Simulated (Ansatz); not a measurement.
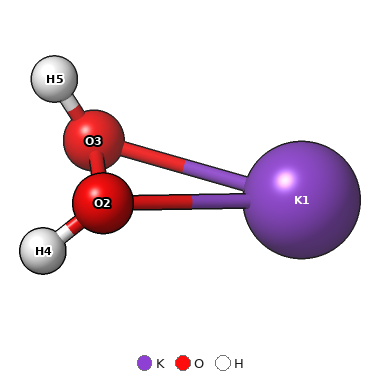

The system is H2KO2, charge +1; the picture shows the reference structure. 
- The turn is about an axis along (−0.81, −0.58, −0.03) in the frame of the relaxed pair, normal to the line between the partners.
- First axis: distance O3···K1. Second axis: turn of K1 about O3.
- The grid has 15 × 15 points. At 24 points there is no value (left out of the scan, as a rule where atoms come close).
- Energies: eV, counted from the lowest grid point.
- All numbers below come from RKS PBE0-D4/def2-TZVPD in Ansatz 0.2.0.

Its coordinates:

| atom | x (Å) | y (Å) | z (Å) |
| --- | --- | --- | --- |
| K | 0.0532 | -0.2252 | -2.3497 |
| O | 0.5429 | -0.4249 | 0.3221 |
| O | -0.5549 | 0.4760 | 0.2109 |
| H | 0.2578 | -1.0319 | 1.0219 |
| H | -0.2989 | 1.2060 | 0.7948 |

Range: distance O3···K1 from 2.288 to 4.888 Å; turn of K1 about O3 from −60.0 to 60.0°.

### What landscape does the calculation give?

The lowest grid point is at distance O3···K1 = 2.738 Å, turn of K1 about O3 = 0.0°. It is the only kind of minimum in the scanned range. The highest grid point, distance O3···K1 = 2.903 Å, turn of K1 about O3 = 42.9°, lies 2.24 eV above the lowest. Round the minimum the valley is somewhat tilted: raising distance O3···K1 shifts the best value of turn of K1 about O3 upwards (coupling k₁₂/√(k₁₁k₂₂) about −0.5).

```csv
"turn of K1 about O3 ↓, distance O3···K1 →",2.288,2.352,2.458,2.589,2.738,2.903,3.082,3.273,3.476,3.688,3.911,4.143,4.383,4.632,4.888
60.0,–,–,–,–,–,–,–,1.79,1.00,0.65,0.54,0.53,0.54,0.56,0.60
51.4,–,–,–,–,–,–,2.16,1.13,0.63,0.44,0.39,0.41,0.43,0.48,0.53
42.9,–,–,–,–,–,2.24,1.18,0.62,0.36,0.28,0.29,0.32,0.37,0.43,0.49
34.3,–,–,–,–,1.90,1.04,0.53,0.29,0.20,0.20,0.24,0.28,0.35,0.41,0.47
25.7,–,–,2.16,1.34,0.75,0.38,0.19,0.13,0.14,0.18,0.22,0.28,0.35,0.41,0.47
17.1,1.66,1.29,0.83,0.46,0.22,0.10,0.07,0.09,0.14,0.18,0.24,0.30,0.37,0.42,0.47
8.6,0.71,0.51,0.28,0.12,0.04,0.02,0.05,0.10,0.15,0.20,0.27,0.33,0.39,0.44,0.49
0.0,0.36,0.24,0.10,0.02,0.00,0.02,0.08,0.13,0.17,0.23,0.30,0.36,0.41,0.46,0.50
−8.6,0.28,0.18,0.08,0.02,0.02,0.06,0.11,0.15,0.20,0.26,0.33,0.38,0.43,0.48,0.52
−17.1,0.29,0.20,0.11,0.06,0.06,0.09,0.14,0.17,0.23,0.29,0.35,0.41,0.45,0.50,0.53
−25.7,0.34,0.25,0.15,0.10,0.10,0.13,0.16,0.20,0.26,0.32,0.38,0.43,0.47,0.51,0.55
−34.3,0.40,0.30,0.20,0.15,0.14,0.16,0.19,0.23,0.29,0.35,0.40,0.45,0.50,0.53,0.57
−42.9,0.46,0.36,0.26,0.20,0.19,0.20,0.23,0.27,0.33,0.38,0.43,0.48,0.52,0.56,0.59
−51.4,0.51,0.42,0.31,0.25,0.24,0.25,0.28,0.32,0.37,0.42,0.47,0.51,0.55,0.58,0.61
−60.0,0.58,0.48,0.38,0.32,0.30,0.31,0.34,0.37,0.41,0.46,0.51,0.55,0.58,0.61,0.63
```

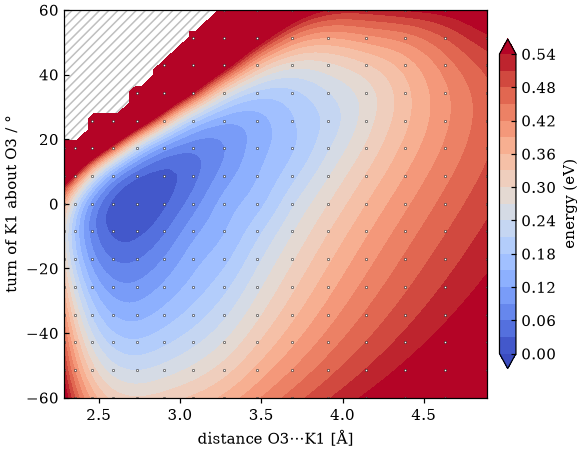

The picture shows filled contours, dots at the grid points, one colour for all values above the top of the scale, hatched blanks where no value was computed. Between grid points the surface is interpolated.

The whole map (201 points run) took 11 min on 1 thread of Intel(R) Xeon(R) 6975P-C (Granite Rapids) (shared host).
